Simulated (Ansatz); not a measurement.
## A hypothetical structure for CaMn2

This structure for CaMn2 is made up. Its elements were placed in a known structure type with a cell scaled to their sizes. What cell does the guess relax to, and how far off was it?

Program: Ansatz 0.2.0. Level of theory: DFT, PBEsol, plane-wave PAW, files of the set soft_1, scalar-relativistic, ferromagnetic start, cell and ions relaxed at zero pressure; PAW set soft_1. Results are calculated unless marked as measured.

In doubt: warnings of the run leave room for a lower electronic state, so energies may not be the lowest and differences between runs may mislead.

### 1. Starting point

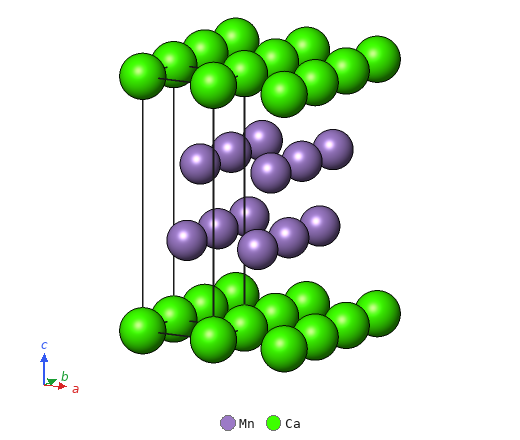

The cell as given, slightly off an axis (manganese light purple, calcium green). 2×3×1 cells are drawn. Some periodic images of atoms are drawn too.

As a file:

```cif
data_structure
_symmetry_space_group_name_H-M 'P 1'
_symmetry_Int_Tables_number 1
_cell_length_a 3.0250
_cell_length_b 3.0250
_cell_length_c 7.4320
_cell_angle_alpha 90.000
_cell_angle_beta 90.000
_cell_angle_gamma 120.000
_cell_volume 58.90
loop_
_atom_site_label
_atom_site_type_symbol
_atom_site_fract_x
_atom_site_fract_y
_atom_site_fract_z
_atom_site_occupancy
Mn1 Mn 0.66667 0.33333 0.66380 1
Mn2 Mn 0.33333 0.66667 0.33620 1
Ca3 Ca 0.00000 0.00000 0.00000 1
```

### 2. Relaxing cell and atoms

The guess takes its coordinates from another compound and its volume from a rule, so the cell and any free coordinates are relaxed together.

input.yaml reads:

```yaml
crystal:
  lattice:
    - [3.025, 0.0, 0.0]
    - [-1.5125, 2.619726846, 0.0]
    - [0.0, 0.0, 7.432]
  atoms:
    - { symbol: Mn, position: [0.666666667, 0.333333333, 0.6638], spin: 4.0 }
    - { symbol: Mn, position: [0.333333333, 0.666666667, 0.3362], spin: 4.0 }
    - { symbol: Ca, position: [0.0, 0.0, 0.0] }
magnetization:
  spin_polarized: true
kpoints:
  mp_grid: { grid: [10, 10, 4] }
scf:
  occupations: { method: fermi_dirac, width: 0.05 }
hamiltonian:
  xc: pbesol
  pseudopotentials: { kind: paw, azcp: { folder: soft_1 }, xc_functional: pbe }
relax:
  f_tol: 0.015
  max_steps: 70
  cell: {}
output:
  forces: true
  stress: true
```

The run is started by

```
$ ansatz run input.yaml --threads 4 --pin off --max-ram 8192MiB --backend cpu --events-out ev --progress --plain --runs-dir out
```

Numbers of over 12 decimals in the logs are rounded to 6 here.

The log of the run:

```text
Engine: ansatz 0.2.0, aarch64-unknown-linux-gnu
Pseudopotentials: kind: paw
Pseudopotential: Mn, paw, valence charge 15, recommended cutoff 420 eV (normal), soft_1/Mn.paw.azcp
Pseudopotential: Ca, paw, valence charge 10, recommended cutoff 420 eV (normal), soft_1/Ca.paw.azcp
Functional definition: PBEsol
  exchange = pbesol_x
  correlation = pbesol_c
Crystal: 3 atoms, lattice volume = 58.896 Å³
Basis set: ecut = 420 eV, 1165 PW (Γ), exchange–correlation on 48×48×100 points (8 copies of the dense FFT grid, shifted against one another)
Bands: 29, of which v1, the nominal top of the filled ones, is band 20 counted from 1 (19 counted from 0)
Symmetry: 12 space group operations
Space group: P-3m1 (ITA 164), of the structure as read, at distance tolerance 3.9e-5 Å
Magnetic group: BNS 164.85 (UNI 1315), of the structure as read, at distance tolerance 3.9e-5 Å
k-points: 50 of 400
Non-local potential: Mn, projectors of the file, l = 0: 3, l = 1: 2, l = 2: 3, l = 3: 1
Non-local potential: Ca, projectors of the file, l = 0: 3, l = 1: 2, l = 2: 2
PAW form: soft (Blöchl's): semilocal exchange-correlation on the pseudo side does not see the compensation charge
PAW frozen core: Mn, regenerated for the run's functional, and the local potential with it (the file was generated under x = pbe(κ = 0.804, μ = 0.219515), c = pbe(β = 0.066725))
PAW frozen core: Ca, regenerated for the run's functional, and the local potential with it (the file was generated under x = pbe(κ = 0.804, μ = 0.219515), c = pbe(β = 0.066725))
PAW one-centre angular grid: Mn, 590 points (default); XC on 64 Gauss nodes
PAW one-centre angular grid: Ca, 110 points (default); XC on 64 Gauss nodes
Initial density: superposition of atomic densities (chi_scale 0.1, normalization cell)
Starting moments: Σ|m| = 8 μB on 2 of 3 sites
Initial wavefunctions: pseudopotential atomic-orbital guess
Functional: x = pbesol(κ = 0.804, μ = 0.123457), c = pbesol(β = 0.046)
SCF iter   1: F=—  HF=-9528.138171 eV  |F-HF|=—  |Δ(HF+E_count)|=         —  Δρ=2.14e-2 (↑1.41e-2 ↓2.14e-2)  dr2=4.49e0  dr2_m=2.85e-2  M=7.724 μB ∫|m|=8.242 μB  β_m=0.30  ethr=3.10e-3  ⟨swp⟩=7.7  Hψ=13945  notcnv=0
Mixer restart at iter 1: flushing history
preconditioner: auto → Kerker (q_TF=auto, 2.558 Å⁻¹)  [metal: Δε(μ)=0.013 eV  Ē_g=4.287 eV  σ=0.050 eV  W_gap=0.07  n_scr=24 (ndim 8)  ℏωp=19.4 eV  f_vac=0.000  D(μ)=4.64/eV (n_scr^D=50)]
spin=Collinear: Kerker preconditioning applied to the charge; magnetization (m = ρ↑ − ρ↓) channel mixes plain (no charge-response kernel on spin).
SCF iter   2: F=—  HF=-9527.794294 eV  |F-HF|=—  |Δ(HF+E_count)|=   3.44e-1  Δρ=1.22e-2 (↑1.22e-2 ↓1.02e-2)  dr2=1.25e0  dr2_m=2.40e-2  M=7.663 μB ∫|m|=8.186 μB  β_m=0.40  ethr=3.10e-3  ⟨swp⟩=2.0  Hψ=4418  notcnv=0  defer=90
SCF iter   3: F=—  HF=-9527.946949 eV  |F-HF|=—  |Δ(HF+E_count)|=   1.53e-1  Δρ=7.12e-3 (↑7.12e-3 ↓6.75e-3)  dr2=1.22e-1  dr2_m=4.17e-3  M=7.518 μB ∫|m|=8.074 μB  β_m=0.53  ethr=3.10e-3  ⟨swp⟩=2.0  Hψ=3599  notcnv=0  defer=90
SCF iter   4: F=—  HF=-9528.129254 eV  |F-HF|=—  |Δ(HF+E_count)|=         —  Δρ=8.20e-3 (↑2.75e-3 ↓8.20e-3)  dr2=7.63e-2  dr2_m=8.88e-3  M=7.357 μB ∫|m|=7.940 μB  β_m=0.53  ethr=3.06e-4  ⟨swp⟩=2.0  Hψ=4489  notcnv=0  defer=90
Mixer restart at iter 4: flushing history
SCF iter   5: F=—  HF=-9528.164000 eV  |F-HF|=—  |Δ(HF+E_count)|=   3.47e-2  Δρ=4.74e-3 (↑2.56e-3 ↓4.74e-3)  dr2=2.97e-2  dr2_m=5.54e-3  M=7.322 μB ∫|m|=7.923 μB  β_m=0.76  ethr=1.91e-4  ⟨swp⟩=2.1  Hψ=4449  notcnv=0  defer=91
SCF iter   6: F=—  HF=-9528.168409 eV  |F-HF|=—  |Δ(HF+E_count)|=   4.41e-3  Δρ=2.63e-3 (↑2.63e-3 ↓7.08e-4)  dr2=9.47e-3  dr2_m=5.74e-4  M=7.302 μB ∫|m|=7.943 μB  β_m=0.65  ethr=7.42e-5  ⟨swp⟩=2.4  Hψ=4630  notcnv=0  defer=91
SCF iter   7: F=—  HF=-9528.164827 eV  |F-HF|=—  |Δ(HF+E_count)|=   3.58e-3  Δρ=1.24e-3 (↑1.07e-3 ↓1.24e-3)  dr2=1.85e-3  dr2_m=4.85e-5  M=7.287 μB ∫|m|=7.943 μB  β_m=0.83  ethr=2.37e-5  ⟨swp⟩=2.5  Hψ=5026  notcnv=0  defer=89
SCF iter   8: F=—  HF=-9528.166631 eV  |F-HF|=—  |Δ(HF+E_count)|=   1.80e-3  Δρ=4.68e-4 (↑3.35e-4 ↓4.68e-4)  dr2=2.16e-4  dr2_m=1.35e-5  M=7.294 μB ∫|m|=7.955 μB  β_m=0.91  ethr=4.62e-6  ⟨swp⟩=2.1  Hψ=4235  notcnv=0  defer=88
SCF iter   9: F=—  HF=-9528.166771 eV  |F-HF|=—  |Δ(HF+E_count)|=   1.40e-4  Δρ=1.70e-4 (↑1.70e-4 ↓7.48e-5)  dr2=4.28e-5  dr2_m=2.46e-6  M=7.295 μB ∫|m|=7.963 μB  β_m=0.96  ethr=5.39e-7  ⟨swp⟩=2.6  Hψ=4967  notcnv=0  defer=88
SCF iter  10: F=—  HF=-9528.166774 eV  |F-HF|=—  |Δ(HF+E_count)|=   2.87e-6  Δρ=3.35e-5 (↑3.35e-5 ↓2.57e-5)  dr2=5.57e-7  dr2_m=3.77e-7  M=7.294 μB ∫|m|=7.965 μB  β_m=0.98  ethr=1.07e-7  ⟨swp⟩=2.0  Hψ=3503  notcnv=0  defer=88
SCF iter  11: F=—  HF=-9528.166775 eV  |F-HF|=—  |Δ(HF+E_count)|=   9.89e-7  Δρ=1.58e-5 (↑5.52e-6 ↓1.58e-5)  dr2=3.75e-7  dr2_m=3.65e-8  M=7.293 μB ∫|m|=7.965 μB  β_m=0.99  ethr=1.39e-9  ⟨swp⟩=2.0  Hψ=4064  notcnv=0  defer=88
SCF iter  12: F=—  HF=-9528.166775 eV  |F-HF|=—  |Δ(HF+E_count)|=   1.07e-7  Δρ=1.89e-6 (↑1.82e-6 ↓1.89e-6)  dr2=1.12e-9  dr2_m=1.65e-9  M=7.293 μB ∫|m|=7.966 μB  β_m=0.99  ethr=9.39e-10  ⟨swp⟩=2.0  Hψ=3529  notcnv=0  defer=88
SCF iter  13: F=-9528.166775 eV  HF=-9528.166775 eV  |F-HF|=5.69e-10  |Δ(HF+E_count)|=   8.51e-9  Δρ=8.35e-7 (↑8.00e-7 ↓8.35e-7)  dr2=1.17e-9  dr2_m=1.22e-10  M=7.293 μB ∫|m|=7.966 μB  ethr=2.80e-12  ⟨swp⟩=1.0  Hψ=8171  notcnv=0
SCF 1 converged in 13 iterations: F = -9528.166775 eV  dr2 = 1.17e-9
  greatest PAW one-centre occupation: 1.000 electrons in one spin orbital (limit 2), on the Mn atom at site 1 (counted from 0), in its partial waves of l = 0
relax step   1: F+E_penalty+E_count = -9528.16677509 eV  Δ(F+E_penalty+E_count) = +0.000e0 eV  max|allowed force component| = 1.123e0 eV/Å  Δτ_max = 0.0000 Å  P = -2.183 GPa  Ω = 58.896 Å³  (13 SCF iters, dr2 threshold 1.00e-7 eV, accepted)
[...]
relax step   2: F+E_penalty+E_count = -9528.45691483 eV  Δ(F+E_penalty+E_count) = -2.901e-1 eV  max|allowed force component| = 1.673e-1 eV/Å  Δτ_max = 0.1949 Å  P = -0.794 GPa  Ω = 57.125 Å³  energy of the carried Pulay correction = +8.665e-4 eV  (10 SCF iters, dr2 threshold 3.00e-7 eV, accepted)
[...]
relax step   3: F+E_penalty+E_count = -9528.46651008 eV  Δ(F+E_penalty+E_count) = -9.595e-3 eV  max|allowed force component| = 4.346e-2 eV/Å  Δτ_max = 0.0248 Å  P = -0.120 GPa  Ω = 56.136 Å³  energy of the carried Pulay correction = +1.362e-3 eV  (9 SCF iters, dr2 threshold 3.00e-7 eV, accepted)
[...]
relax step   4: F+E_penalty+E_count = -9528.46670552 eV  Δ(F+E_penalty+E_count) = -1.954e-4 eV  max|allowed force component| = 2.448e-2 eV/Å  Δτ_max = 0.0052 Å  P = +0.080 GPa  Ω = 55.961 Å³  energy of the carried Pulay correction = +1.451e-3 eV  (8 SCF iters, dr2 threshold 1.18e-7 eV, accepted)
[...]
relax step   5: F+E_penalty+E_count = -9528.46675797 eV  Δ(F+E_penalty+E_count) = -5.245e-5 eV  max|allowed force component| = 7.827e-4 eV/Å  Δτ_max = 0.0016 Å  P = -0.014 GPa  Ω = 56.023 Å³  energy of the carried Pulay correction = +1.419e-3 eV  (7 SCF iters, dr2 threshold 1.03e-7 eV, accepted)
[...]
relax step   6: F+E_penalty+E_count = -9528.46538004 eV  Δ(F+E_penalty+E_count) = +1.378e-3 eV  max|allowed force component| = 5.329e-4 eV/Å  Δτ_max = 0.0000 Å  P = -0.014 GPa  Ω = 56.023 Å³  stress off target by 1.46e-2 GPa  SCF on the basis re-selected at this cell (its energy is not comparable with the rows above)  (12 SCF iters)
basis re-selected at this cell: Δ(F+E_penalty+E_count) = +1.378e-3 eV, ΔP = +0.000 GPa vs the last step (what re-selecting the basis moved, of the pressure what is left beyond the Pulay correction that the steps carried, after the strain that the cell walked since its last selection, with what the two solves' SCF thresholds leave and, on support functions, any second-order correction that the steps lacked; it is no measure of the basis error at this ecutwfc). The dense FFT grid was sized anew with the basis: this SCF ran on 24×24×48 points, the steps before it on 24×24×50, so part of this shift can come from that change (see relax.cell in the input reference). [rest of the remark cut]
WARN: an SCF from antiferromagnetic starting moments (-4.00, 4.00, 0.00 Bohr magnetons, atom by atom) was not made, by what the run has read of turns of its moments that order reads lower: the deck asks for what bars it, or types moments that do (magnetization.spin_polarized, in the input reference, names some of the keys), or the run goes by scf.lower_state_search: light, the default, which as a rule tries one only behind a close that has lost an order of both signs, or on which an open d or half-filled 4f shell of a PAW file has lost a moment that was set nearer to Hund's than to what is left; [rest of the remark cut]
SCF converged after 12 iterations
Magnetization: 7.0496 μB (23.5248 up, 16.4752 down)
Absolute magnetization: 7.5003 μB (∫|ρ↑−ρ↓|, with the PAW one-centre terms)
Spin contamination: 0.2960 ħ² per cell (⟨S²⟩ above its minimum at these occupations)
Per-site moments (μB) at R_I (Å): [(3.435350, 1.093115), (3.435350, 1.093115), (-0.118334, 1.243979)]
Free energy (F): -9528.465380 eV
Harris-Foulkes:  -9528.465380 eV  (|F-HF|=1.82e-12)
Internal energy: -9528.442087 eV  (E = F + TS)
E sigma→0 (E₀):  -9528.453734 eV
Entropy (-TS):   -0.023293 eV (-7.764 meV/atom)
Fermi energy:    11.482356 eV
--- Per-component energies (eV) ---
  E_band       = -666.020382
  E_kinetic    = 886.959016
  E_local      = -5877.915083  (includes V_loc(G=0)·N_el)
  E_nonlocal   = 1019.518312
  E_hartree    = 2256.560899
  E_xc         = -340.178390
  E_vxc        = -432.113762  (∫ρ·V_xc dr)
  E_paw        = -3443.106363  (= ΣΔE_a)
  E_vpaw       = -775.590886  (= ΣTr[D̂ρ^β])
  E_aug_tail   = 0.000191  (compensation charges beyond the density's cutoff)
  E_ewald      = -4030.738765
  E_core_change = 0.458096  (= ΣΔE_core)
  E_smearing   = -0.023293  (= −TS)
  E_closure    = 0.000000  (closes the sum)
  Σ components = -9528.465380   (vs F -9528.465380, Δ=0.00e0)
--- Forces (eV/Å), atoms counted from 1 ---
  atom   1  Mn    -0.00000000     0.00000000     0.00053290
  atom   2  Mn    -0.00000000    -0.00000000    -0.00053290
  atom   3  Ca     0.00000000     0.00000000     0.00000000
  max |Σ_I F_I| component: 9.25e-18 eV/Å
--- Stress (GPa, compression-positive) ---
       -0.013422       0.000000       0.000000
        0.000000      -0.013422      -0.000000
       -0.000000      -0.000000      -0.014586
  P = ⅓ Tr σ = -0.0138 GPa (-0.138 kbar)
--- Relaxed structure (5 steps of the walk, 5 accepted, 1 SCFs on fresh bases) ---
  F+E_penalty+E_count = -9528.46538004 eV   max|allowed force component| = 5.329e-4 eV/Å   (the final SCF, on the basis selected at the relaxed cell)
  cell:  # Å, volume = 56.0229 Å³
    - [3.015706, 0.0, 0.0]
    - [-1.507853, 2.611678, 0]
    - [0.0, 0, 7.113066]
  atoms:
    - { symbol: Mn, position: [0.666667, 0.333333, 0.640426] }
    - { symbol: Mn, position: [0.333333, 0.666667, 0.359574] }
    - { symbol: Ca, position: [0, 0, 0] }
```

Elapsed: 17 s, on 4 threads of Arm Neoverse V1, shared host; peak memory 0.45 GiB; 63 s of CPU time.

Relaxation path:

| step | energy less that of the first step (eV) | largest force component (eV/Å) | pressure (GPa) | volume (Å³) |
| --- | --- | --- | --- | --- |
| 1 | 0.0000 | 1.1235 | -2.18 | 58.90 |
| 2 | -0.2901 | 0.1673 | -0.79 | 57.13 |
| 3 | -0.2997 | 0.0435 | -0.12 | 56.14 |
| 4 | -0.2999 | 0.0245 | 0.08 | 55.96 |
| 5 | -0.3000 | 0.0008 | -0.01 | 56.02 |
| 6* | -0.2986 | 0.0005 | -0.01 | 56.02 |

Relaxation steps marked * repeat the geometry before them on a plane-wave basis chosen anew for their cell, so energy and pressure can jump there.

The run keeps the 12 symmetry operations that it works with, so distortions that break them were not tested.

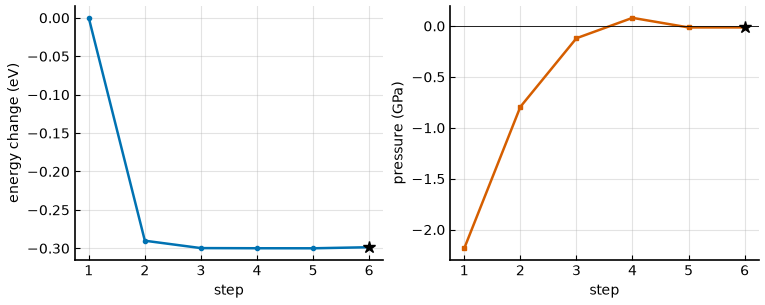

Energy and pressure along the relaxation. Stars mark steps on a basis chosen anew.

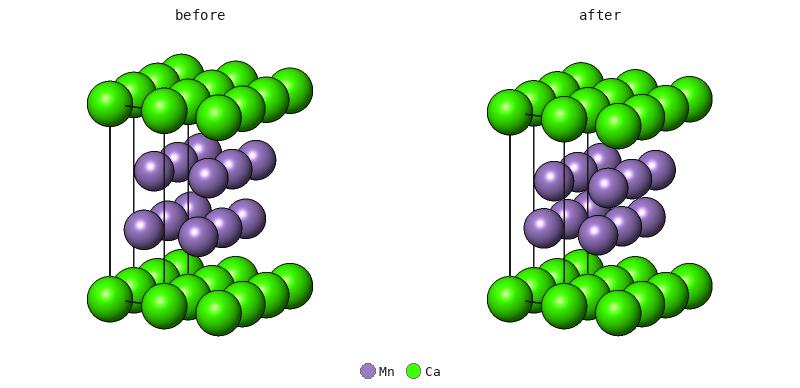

The structure before and after the relaxation, drawn at the same scale.

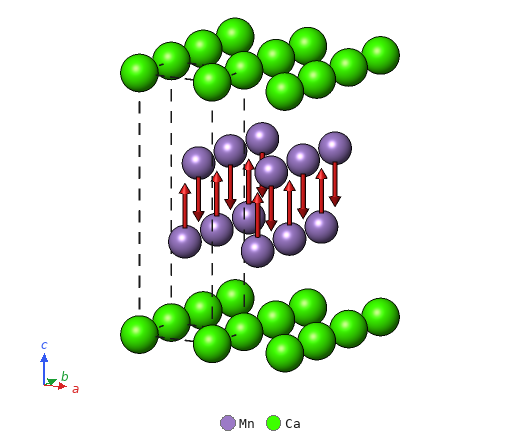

Displacements in the relaxation, exaggerated, measured against the changing cell; the longest in the cell stands for 0.17 Å. 2×3×1 cells are drawn. Some periodic images of atoms are drawn too.

| conventional cell, symmetrised | before | after | change |
| --- | --- | --- | --- |
| a (Å) | 3.025 | 3.016 | -0.3 % |
| b (Å) | 3.025 | 3.016 | -0.3 % |
| c (Å) | 7.432 | 7.113 | -4.3 % |
| volume (Å³/atom) | 19.63 | 18.67 | -4.9 % |

The atoms that moved most (Å, as changes of fractional coordinates times the final cell):

| atom | dx | dy | dz | length |
| --- | --- | --- | --- | --- |
| Mn1 | 0.000 | 0.000 | -0.166 | 0.166 |
| Mn2 | 0.000 | 0.000 | 0.166 | 0.166 |

The relaxed structure:

```xyz
3
Lattice="3.0157 0.0000 0.0000 -1.5079 2.6117 0.0000 0.0000 0.0000 7.1131" Properties=species:S:1:pos:R:3 pbc="T T T"
Mn    1.5079    0.8706    4.5554
Mn    0.0000    1.7411    2.5577
Ca    0.0000    0.0000    0.0000
```

Numbers from this step:

| Item | Value |
| --- | --- |
| free energy | -9528.4654 eV |
| energy at zero smearing | -9528.4537 eV |
| smearing term TS | 0.02329 eV |
| Fermi energy | 11.48 eV |
| magnetization | 7.050 μB |
| absolute magnetization | 7.500 μB |
| site moments | 3.435, 3.435, -0.1183 μB |
| electrons | 40 |
| symmetry operations | 12 |
| pressure | -0.01381 GPa |

Site moment by atom:

| atom | site moment (μB) |
| --- | --- |
| Mn1 | 3.44 |
| Mn2 | 3.44 |
| Ca3 | -0.12 |

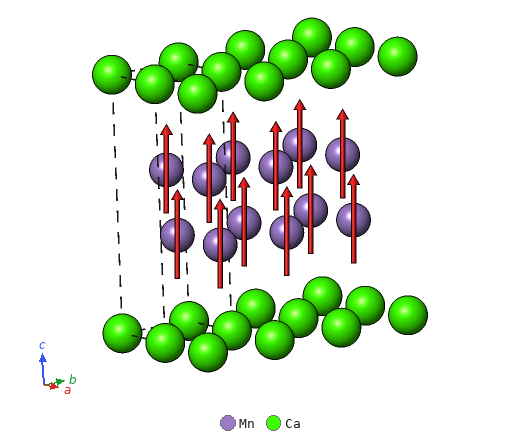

Site moment as arrows, the longest 3.44 μB. Up and down stand for the sign. Arrows give size and sign along the axis of quantisation, drawn up and down the page. 2×3×1 cells are drawn. Some periodic images of atoms are drawn too.

Shortest distances by pair of elements, guess and relaxed (not always the same contact):

| pair | guess (Å) | relaxed (Å) |
| --- | --- | --- |
| Mn–Mn | 2.996 | 2.650 |
| Ca–Ca | 3.025 | 3.016 |
| Ca–Mn | 3.049 | 3.094 |

The relaxation ends with a largest force component of 5.3e-4 eV/Å and a pressure of -0.01 GPa.

### 3. Results

| Property | Result |
| --- | --- |
| space group, relaxed | P-3m1 |
| conventional cell | a = 3.016, b = 3.016, c = 7.113 Å; α = 90.0°, β = 90.0°, γ = 120.0° |
| volume per atom | 18.67 Å³ (guess 19.63) |
| total moment | 7.05 μB in the cell of 3 atoms |

CaMn2 relaxes to P-3m1 with a = 3.016, b = 3.016 and c = 7.113 Å. The guessed volume was 5 % too large. The space group P-3m1 was held in the relaxation, so the end point is a stationary structure within it and may be a saddle against distortions or other arrangements. The input starts from parallel moments, and no other start was typed. The electronic state may lie above the lowest one. Mesh and cutoff weren't tested. No dispersion term is used, so weakly bound directions may come out too long. The program estimates, without running it, that another magnetic order lies lower than the one relaxed here. Nothing here tests whether the compound is stable against decomposition.

[Logs are printed without paths, hosts, clocks, repeated set-up lines and the standing remarks that a program may print on its own settings, such as how far it seeks lower states.]

[Hosts, paths, dates, database ids (printed as entryN), source tags and the programs' standing remarks are cut or masked in the printed files.]
